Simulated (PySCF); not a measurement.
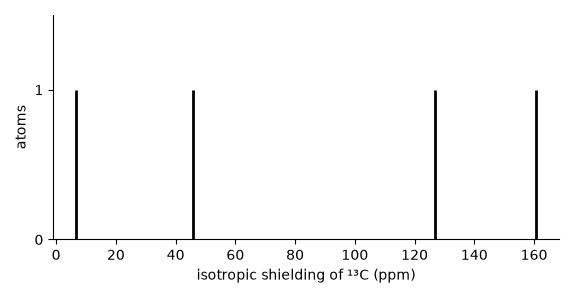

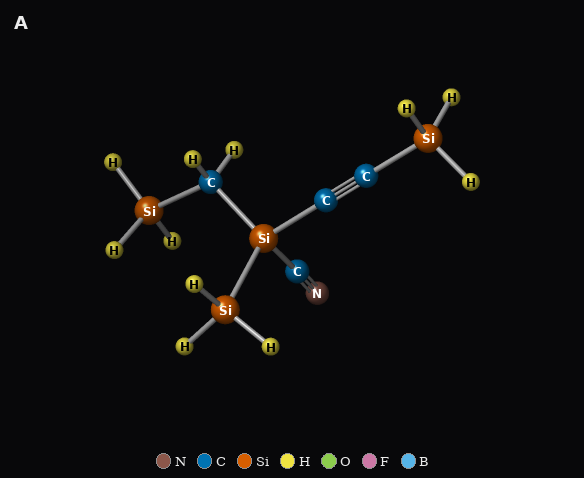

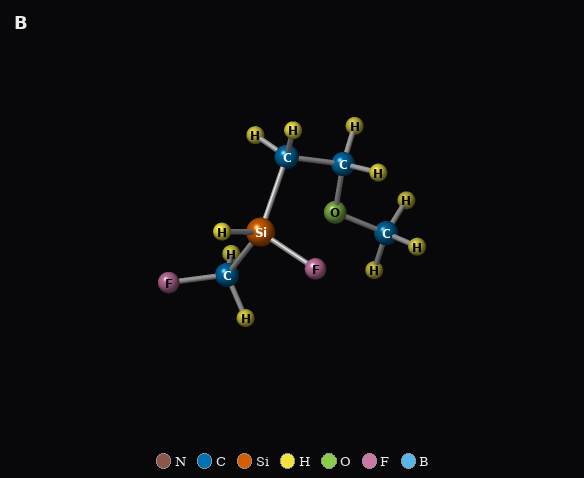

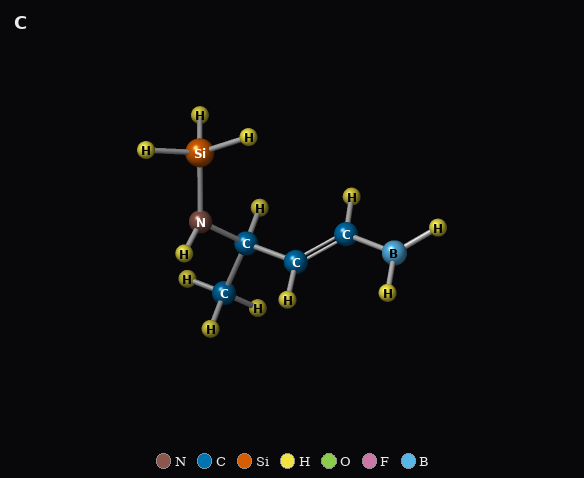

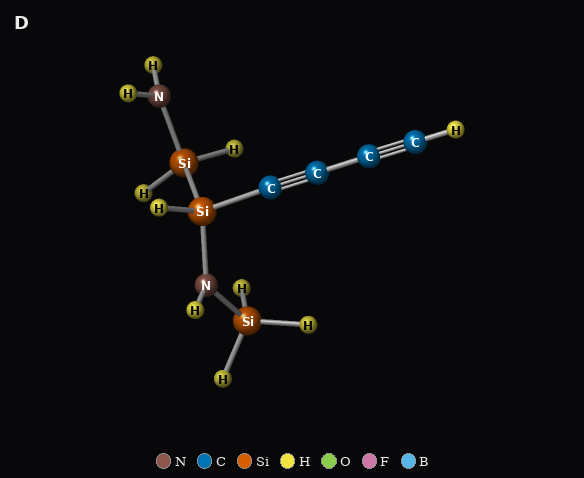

The sticks are computed shieldings of one of the molecules, for one fixed geometry (GFN2-xTB) without averaging over rotations. Low shielding means a high chemical shift. Method: GIAO PBE0/pcSseg-1 NMR shielding, non-relativistic, gas phase (PySCF 2.14.0).

**Match the spectrum to a structure.**

C, `B/C=C/[C@@H](C)N[SiH3]`. Its 4 C atoms give lines at 6.7, 45.9, 127.0, 160.6 ppm.

The geometry is semi-empirical. Around B, Si such bond lengths and angles can be off by a tenth of an ångström or more and by several degrees, and values that hang on the shape move with them.
